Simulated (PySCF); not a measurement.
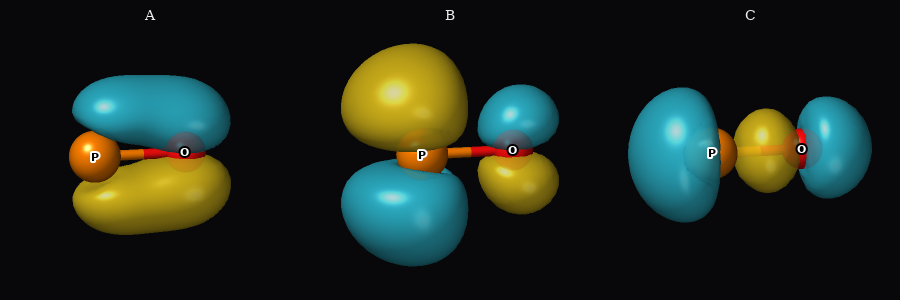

*PO (charge +1). Three frontier orbitals, each drawn at the value that holds 80 % of its norm (yellow and cyan are the two phases), in no order; of a degenerate pair one member is drawn.*

All numbers below come from PySCF, PBE0/cc-pVDZ(-PP), non-relativistic Hamiltonian with scalar-relativistic core potentials where named, at a bond length of 1.432 Å.

Question: Label each orbital by symmetry, say whether it is occupied, and order them by energy.

Answer: Orbital A: π, occupied, −19.92 eV; bonding, with no node between the atoms.
Orbital C: σ, occupied, −19.62 eV; shared between the atoms (P 50 %, O 50 %).
Orbital B: π, empty, −11.27 eV; mainly on P (75 %).
